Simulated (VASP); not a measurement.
Band structure of Sr₅Mg (space group R32). All values below come from PBEsol GGA, VASP's PBE PAW potentials (set 64) (plane waves; VASP).

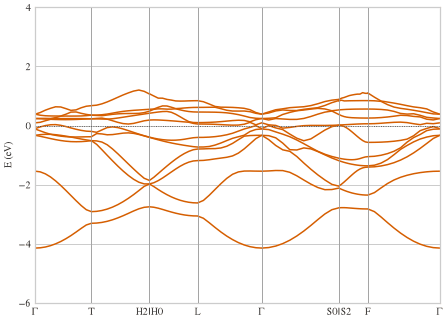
*Bands along high-symmetry lines, zero at the valence-band maximum or, without a gap, the Fermi level*

Question: Read the plot: is there a gap, and where are the band edges?

Answer: It has no gap at this level: it comes out as a metal or semimetal. (Edges off the drawn lines would not show.)

The structure comes from a computed database's Sr5Mg entry (R32); how it stands against other phases isn't given here. It was relaxed first, which changed the volume by -6 %.
